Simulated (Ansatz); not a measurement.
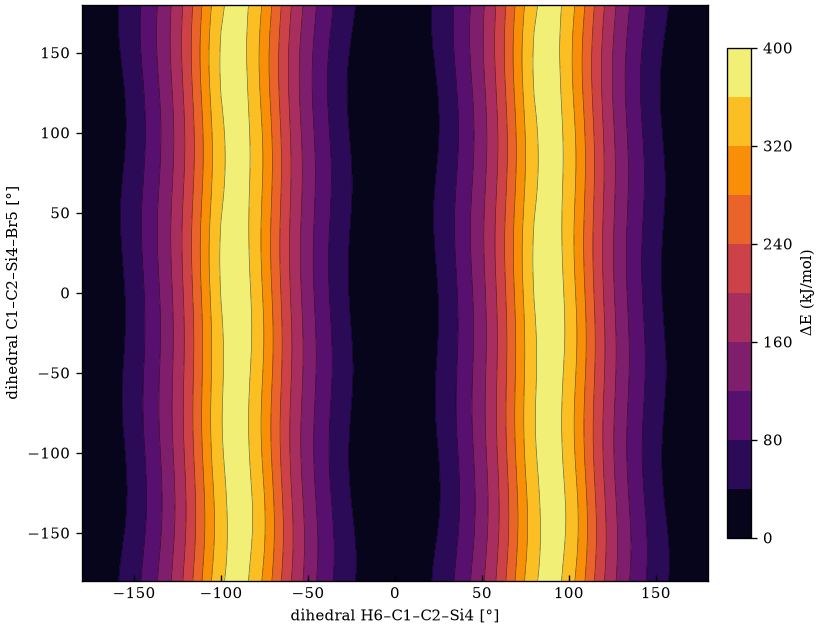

Energy landscape of C₂H₄BrFSi, SMILES C=C(F)[SiH2]Br. Coordinates scanned: (1) dihedral H6–C1–C2–Si4; (2) dihedral C1–C2–Si4–Br5. Nothing is relaxed (all other coordinates rigid). Grid: 18 × 18 points. Points are written as (first, second). Energies: kJ/mol, counted from the relaxed molecule at the same level. The dihedral twists a double bond; near 90° a spin-restricted reference is unreliable. These are results of Ansatz 0.2.0, RHF/def2-SVP, not measurements.

The picture shows filled contours. Between grid points the surface is interpolated. 

### What does the map say about the system?

The lowest grid point is at (0°, 120°), 0.21 kJ/mol from the relaxed molecule at the same level; the map holds 3 wells of about this depth. There is a further well near (−180°, 0°) (1.4 kJ/mol above the lowest at that grid point). The highest grid point, (−100°, 20°), lies 364 kJ/mol above the lowest. Round the minimum the two coordinates are weakly coupled (coupling 0.13 in units of the two stiffnesses).

The input of one point:

```yaml
crystal:
  periodic: [false, false, false]
  atoms:
    - { symbol: C, position_ang: [-1.370541, 0.355287, 0.760946] }
    - { symbol: C, position_ang: [-0.066811, 0.171958, 0.673955] }
    - { symbol: F, position_ang: [0.704852, 0.428102, 1.732237] }
    - { symbol: Si, position_ang: [0.863169, -0.461518, -0.83675] }
    - { symbol: Br, position_ang: [2.345387, 1.06752, -1.513302] }
    - { symbol: H, position_ang: [-2.011878, 0.138386, -0.081196] }
    - { symbol: H, position_ang: [-1.824417, 0.727919, 1.671086] }
    - { symbol: H, position_ang: [1.60945, -1.684523, -0.503771] }
    - { symbol: H, position_ang: [-0.10874, -0.689605, -1.917616] }
basis:
  gaussian: { orbitals: def2-SVP }
hamiltonian:
  xc: hf
output:
  forces: true
```

Each point was launched as `ansatz run input.yaml --threads 1 --pin off --max-ram 2560MiB --backend cpu --events-out ev --progress --plain --runs-dir out`. The whole map (324 points run) took 13 min on 1 thread of Intel(R) Xeon(R) 6975P-C (Granite Rapids), on a shared host.
